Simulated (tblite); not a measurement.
**Geometry relaxation of C5H8AlBrO (part 2 of 2)**

Continued. System: C5H8AlBrO. Method: GFN2-xTB geometry optimisation, gas phase (tblite 0.8.0). It belongs to a series of runs on one base structure; here: H on Al replaced by isopropenyl.

Geometry of the input (Å):
```
C  3.0199  0.4634  -0.2273
C  2.3636  -0.6844  -0.3568
O  1.6346  -1.1347  0.7433
Al 0.1046  -0.2436  1.3333
Br -0.4262  -0.5238  3.6501
C  -1.3925  0.2038  0.1341
C  -2.0664  1.3542  0.2369
C  -1.8052  -0.7289  -0.9429
H  3.6158  0.8956  -0.9979
H  2.9087  0.9895  0.7223
H  2.4416  -1.2423  -1.2793
H  -2.8887  1.5350  -0.4614
H  -1.8299  2.0972  1.0150
H  -1.0461  -0.7237  -1.7391
H  -2.8153  -0.4856  -1.3482
H  -1.8261  -1.7628  -0.4935
```

### Trajectory as extended XYZ, continued
```
16
Properties=species:S:1:pos:R:3:forces:R:3 step=89 energy=-654.85389
C     3.4937    0.2538   -0.3946   -0.0080   0.0060   0.0200
C     2.6461   -0.7070   -0.0776    0.0000   0.0080   0.0200
O     1.4376   -0.4806    0.4831    0.0330   0.0160  -0.0330
Al   -0.0038   -0.0158    1.1446   -0.0180  -0.0120   0.0450
Br   -0.0067    0.5463    3.3369    0.0140  -0.0030  -0.0230
C    -1.6975    0.1140    0.1216    0.0110   0.0480   0.0050
C    -2.6687    0.7819    0.7429    0.0030  -0.0150  -0.0030
C    -1.8635   -0.4303   -1.2697   -0.0170  -0.0240   0.0230
H     4.4431    0.0308   -0.8441   -0.0150  -0.0090   0.0230
H     3.2601    1.2881   -0.2013   -0.0050  -0.0220  -0.0390
H     2.8637   -1.7567   -0.2379   -0.0180  -0.0130  -0.0350
H    -3.6307    0.9780    0.2896   -0.0220  -0.0210  -0.0240
H    -2.5481    1.1529    1.7520   -0.0100   0.0000  -0.0090
H    -0.9012   -0.5380   -1.7703    0.0050   0.0330   0.0270
H    -2.5095    0.2112   -1.8692    0.0190  -0.0090   0.0090
H    -2.3223   -1.4197   -1.2174    0.0280   0.0150  -0.0070
16
Properties=species:S:1:pos:R:3:forces:R:3 step=102 energy=-654.86390
C     3.4945    0.2006   -0.4119    0.0160  -0.0240  -0.0280
C     2.6252   -0.7311   -0.0704    0.0040  -0.0150  -0.0130
O     1.4112   -0.4605    0.4544   -0.0060   0.0170   0.0020
Al   -0.0013    0.0578    1.1393    0.0070  -0.0020  -0.0080
Br    0.0806    0.7353    3.2929   -0.0180   0.0040   0.0370
C    -1.7088    0.1407    0.1403    0.0350  -0.0340  -0.0170
C    -2.7417    0.6829    0.7804   -0.0280   0.0190   0.0190
C    -1.8138   -0.3573   -1.2739    0.0250   0.0310  -0.0120
H     4.4531   -0.0611   -0.8168    0.0040  -0.0040  -0.0190
H     3.2689    1.2456   -0.2912   -0.0010   0.0350   0.0210
H     2.8292   -1.7897   -0.1854   -0.0180  -0.0110   0.0090
H    -3.7118    0.8096    0.3195   -0.0250  -0.0070  -0.0080
H    -2.6647    1.0194    1.8053    0.0050   0.0130   0.0000
H    -0.8324   -0.4019   -1.7459    0.0110   0.0100   0.0120
H    -2.4640    0.2822   -1.8693   -0.0130   0.0080  -0.0010
H    -2.2319   -1.3634   -1.2787    0.0020  -0.0400   0.0060
16
Properties=species:S:1:pos:R:3:forces:R:3 step=115 energy=-654.87055
C     3.4728    0.1727   -0.4366   -0.0100   0.0360  -0.0270
C     2.5775   -0.7364   -0.0998   -0.0110   0.0150  -0.0280
O     1.3908   -0.4331    0.4713    0.0080   0.0230   0.0320
Al   -0.0053    0.1005    1.1831    0.0370  -0.0390   0.0020
Br    0.0549    0.7275    3.3560   -0.0090  -0.0030  -0.0390
C    -1.7014    0.1675    0.1613   -0.0030  -0.0160  -0.0050
C    -2.7647    0.6911    0.7669    0.0120  -0.0430   0.0130
C    -1.7488   -0.3510   -1.2482    0.0380   0.0040  -0.0290
H     4.4069   -0.0932   -0.8949   -0.0400  -0.0490   0.0230
H     3.2850    1.2184   -0.2623    0.0150   0.0310   0.0140
H     2.7276   -1.7970   -0.2647   -0.0090  -0.0170   0.0150
H    -3.7303    0.7696    0.2846    0.0090   0.0330   0.0050
H    -2.7137    1.0477    1.7864   -0.0300   0.0120   0.0020
H    -0.7642   -0.2841   -1.7094    0.0450   0.0060  -0.0220
H    -2.4576    0.2134   -1.8549   -0.0260  -0.0730   0.0360
H    -2.0371   -1.4048   -1.2501   -0.0280   0.0820   0.0080
16
Properties=species:S:1:pos:R:3:forces:R:3 step=128 energy=-654.87659
C     3.4419    0.1533   -0.4666    0.0080   0.0020  -0.0020
C     2.5224   -0.7292   -0.1252    0.0040  -0.0060   0.0000
O     1.3800   -0.4059    0.5173    0.0000  -0.0050  -0.0010
Al   -0.0147    0.1080    1.2403   -0.0010  -0.0030   0.0020
Br    0.0311    0.7463    3.4064   -0.0050  -0.0050  -0.0050
C    -1.6913    0.1676    0.1886   -0.0040   0.0000  -0.0050
C    -2.7805    0.6813    0.7540   -0.0100   0.0060   0.0040
C    -1.6751   -0.3382   -1.2258    0.0020   0.0030  -0.0030
H     4.3340   -0.1496   -0.9808    0.0020  -0.0010   0.0010
H     3.3252    1.1986   -0.2353    0.0020   0.0000  -0.0030
H     2.6162   -1.7870   -0.3462   -0.0030   0.0080   0.0120
H    -3.7224    0.7729    0.2289    0.0000  -0.0050  -0.0030
H    -2.7807    1.0287    1.7777    0.0100   0.0040   0.0080
H    -0.7087   -0.1399   -1.6894    0.0020   0.0070  -0.0140
H    -2.4607    0.1209   -1.8245   -0.0110  -0.0010   0.0060
H    -1.8242   -1.4188   -1.2306    0.0050  -0.0040   0.0040
16
Properties=species:S:1:pos:R:3:forces:R:3 step=140 energy=-654.87964
C     3.4624    0.1126   -0.4861    0.0030   0.0120   0.0020
C     2.5286   -0.7309   -0.0898   -0.0040  -0.0150  -0.0040
O     1.3871   -0.3563    0.5259    0.0080  -0.0110  -0.0020
Al   -0.0171    0.1560    1.2299    0.0080  -0.0130   0.0110
Br    0.0002    0.7571    3.4078    0.0000   0.0070  -0.0140
C    -1.6916    0.1918    0.1757    0.0040   0.0020  -0.0090
C    -2.7932    0.6430    0.7692   -0.0080   0.0060  -0.0020
C    -1.6781   -0.2904   -1.2460   -0.0120  -0.0070  -0.0230
H     4.3509   -0.2420   -0.9718    0.0150  -0.0020  -0.0120
H     3.3663    1.1738   -0.3312   -0.0140  -0.0020   0.0090
H     2.6095   -1.8021   -0.2393    0.0110   0.0060   0.0060
H    -3.7467    0.6993    0.2605   -0.0040   0.0090   0.0150
H    -2.7870    0.9735    1.7989   -0.0160   0.0060  -0.0020
H    -0.7917    0.0705   -1.7682    0.0030   0.0190   0.0170
H    -2.5680    0.0336   -1.7856    0.0090  -0.0080   0.0110
H    -1.6390   -1.3804   -1.2615   -0.0020  -0.0090  -0.0020
16
Properties=species:S:1:pos:R:3:forces:R:3 step=153 energy=-654.88099
C     3.4638    0.1143   -0.4802   -0.0100  -0.0140  -0.0020
C     2.5459   -0.7453   -0.0805   -0.0180   0.0000  -0.0080
O     1.3942   -0.3864    0.5269   -0.0040   0.0000   0.0060
Al   -0.0132    0.1369    1.2189    0.0050  -0.0090   0.0140
Br    0.0008    0.7788    3.3855    0.0080  -0.0020  -0.0090
C    -1.6957    0.1819    0.1754   -0.0240   0.0160   0.0060
C    -2.7909    0.6443    0.7734    0.0180   0.0100  -0.0220
C    -1.6927   -0.2872   -1.2507    0.0100  -0.0110  -0.0160
H     4.3580   -0.2280   -0.9654    0.0110   0.0220   0.0090
H     3.3438    1.1741   -0.3301    0.0020  -0.0120  -0.0070
H     2.6490   -1.8158   -0.2205    0.0010   0.0070   0.0040
H    -3.7439    0.7131    0.2646   -0.0010   0.0050   0.0220
H    -2.7805    0.9771    1.8023   -0.0090  -0.0110  -0.0010
H    -0.8213    0.1065   -1.7757   -0.0200  -0.0100  -0.0060
H    -2.5982    0.0205   -1.7739    0.0180  -0.0010   0.0080
H    -1.6267   -1.3758   -1.2815    0.0130   0.0090   0.0000
16
Properties=species:S:1:pos:R:3:forces:R:3 step=166 energy=-654.88269
C     3.4477    0.1020   -0.4805    0.0000  -0.0010  -0.0030
C     2.5423   -0.7662   -0.0711    0.0000   0.0020  -0.0030
O     1.3836   -0.4135    0.5254   -0.0010   0.0000   0.0030
Al   -0.0167    0.1250    1.2191   -0.0030   0.0000   0.0000
Br    0.0225    0.7771    3.3819   -0.0030   0.0000   0.0010
C    -1.6966    0.1896    0.1722   -0.0010   0.0040   0.0010
C    -2.7894    0.6563    0.7703    0.0020   0.0010   0.0000
C    -1.6874   -0.2756   -1.2554   -0.0060   0.0000   0.0020
H     4.3547   -0.2270   -0.9504    0.0030  -0.0030  -0.0030
H     3.3054    1.1614   -0.3511   -0.0020   0.0030   0.0030
H     2.6636   -1.8371   -0.1892    0.0030  -0.0030   0.0010
H    -3.7440    0.7326    0.2661    0.0030  -0.0030   0.0000
H    -2.7772    0.9839    1.8011    0.0000  -0.0020  -0.0030
H    -0.9043    0.2387   -1.8135    0.0020  -0.0020   0.0010
H    -2.6469   -0.0957   -1.7398    0.0060  -0.0050   0.0050
H    -1.4651   -1.3427   -1.2964   -0.0010   0.0070  -0.0040
```

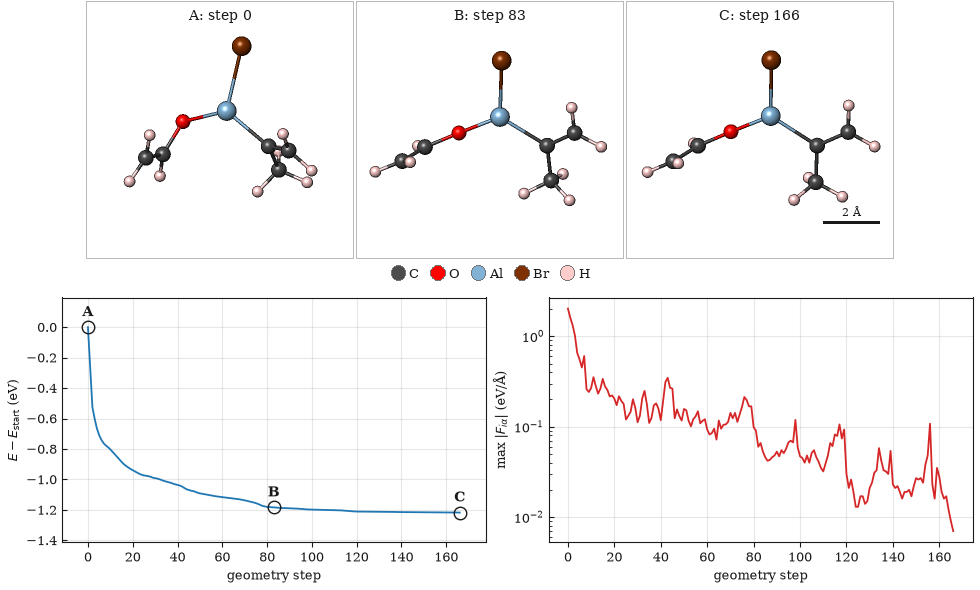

**Figure 1.** Frames of the relaxation (ball-and-stick view, seen at a tilt) above the curves, on which the letters mark them (steps are counted from 0).

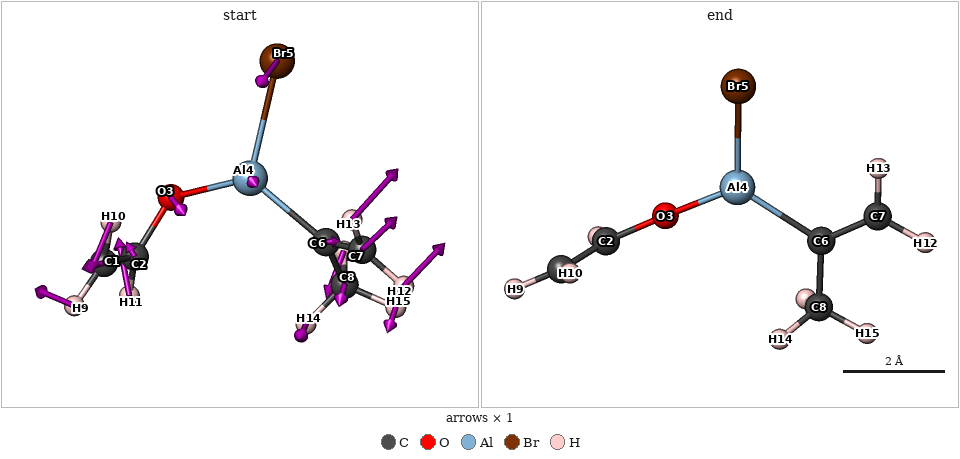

**Figure 2.** Before (left) and after (right) the relaxation, at one scale (ball-and-stick view, seen at a tilt). The pink arrows give the displacements, at true length. After 166 geometry steps the energy has fallen by 1.217 eV. Largest force component: 2 eV/Å at the start, 0.007 eV/Å at the end. H13 moves most after the best rigid fit: 1.69 Å. Largest moves by element: H 1.69 Å, Br 1.29 Å, C 1.13 Å, O 0.77 Å, Al 0.37 Å. Among the contacts that change: O3–Al4 1.866 → 1.653 Å, Al4–Br5 2.393 → 2.259 Å, C2–O3 1.394 → 1.350 Å, C8–H16 1.128 → 1.091 Å. Among the angles that change: C2–O3–Al4 121.6° → 176.0°, O3–C2–H11 123.0° → 113.7°, C1–C2–O3 117.4° → 123.6°. (Atoms are counted from 1 in the order of the input.)

### Key numbers

```csv
quantity,value
outcome,converged
total energy,−654.8827 eV
hardware,"1 CPU thread, shared host"
wall time,2.5 s
peak memory,0.18 GiB
```
